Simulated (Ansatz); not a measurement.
Reaction (SMILES): S=C=S + 4 [H][H] (H2) → C (CH4) + 2 S (H2S)
B3LYP-D3(BJ)/def2-TZVP geometries, fixed; electronic energies without zero-point terms.
Largest species:
```xyz
5

C      0.0000     0.0000     0.0000
H      0.6205     0.6269     0.6390
H     -0.6429    -0.6249     0.6185
H      0.6369    -0.6328    -0.6166
H     -0.6146     0.6308    -0.6409
```

Basis-set convergence of the energy of full hydrogenation at HF with Ansatz (a quantum-chemistry and plane-wave program). Cartesian d functions, on some or all atoms, in 6-31G*, 6-31G**, 6-31+G*; all else is spherical. No added dispersion term, no relativity. Functions are those of the species that has most. Reference: the value in pcseg-4, -87.96 kcal/mol, itself unsure by roughly 0.12 kcal/mol (its mean distance from aug-pcseg-3, aug-cc-pV(Q+d)Z, cc-pV(5+d)Z). Deviations are taken from unrounded values.

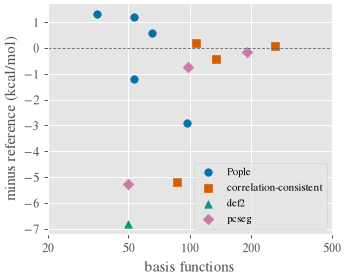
Figure. Deviation from the reference against the number of basis functions, by family of sets.

| basis | functions | energy of full hydrogenation (kcal/mol) | minus reference (kcal/mol) |
|---|---|---|---|
| 3-21G | 35 | -86.64 | 1.32 |
| def2-SVP | 50 | -94.75 | -6.79 |
| pcseg-1 | 50 | -93.21 | -5.26 |
| 6-31G* | 53 | -86.77 | 1.19 |
| 6-31G** | 53 | -89.16 | -1.21 |
| 6-31+G* | 65 | -87.38 | 0.58 |
| aug-cc-pV(D+d)Z | 87 | -93.13 | -5.18 |
| 6-311++G(2d,2p) | 97 | -90.86 | -2.91 |
| pcseg-2 | 98 | -88.71 | -0.75 |
| cc-pV(T+d)Z | 108 | -87.78 | 0.18 |
| jun-cc-pV(T+d)Z | 135 | -88.39 | -0.43 |
| pcseg-3 | 192 | -88.12 | -0.16 |
| aug-cc-pV(Q+d)Z | 264 | -87.88 | 0.08 |
